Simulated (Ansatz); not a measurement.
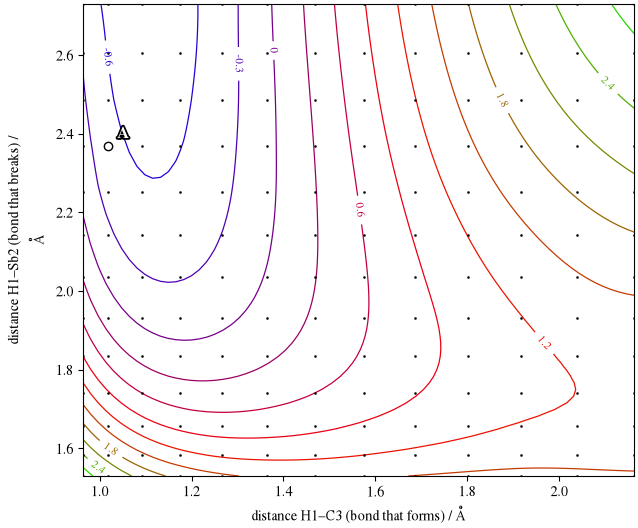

The reacting system CH3NSb (fragments H₃Sb + CN where the first distance is long, CHN + H₂Sb where the second is long), spin multiplicity 2. The first coordinate is: distance H1–C3 (bond that forms); the second: distance H1–Sb2 (bond that breaks). Relaxed at each point: all other coordinates. The scan uses a 13 × 13 grid. Points are written as (first, second). Energies: eV, counted from a guessed transition structure relaxed with its forming and breaking bonds held. Computed with Ansatz 0.2.0, UKS PBE-D4/def2-SVP.

Drawn: contour lines labelled in eV, dots at the grid points, the point A. Between grid points the surface is interpolated.

**Which way does the force act at A, and how strong is it?**

A, at (1.017 Å, 2.368 Å), is not a stationary point. The computed force is 4.1 eV for each Å towards larger values of the first coordinate and 0.81 eV for each Å towards larger values of the second coordinate.
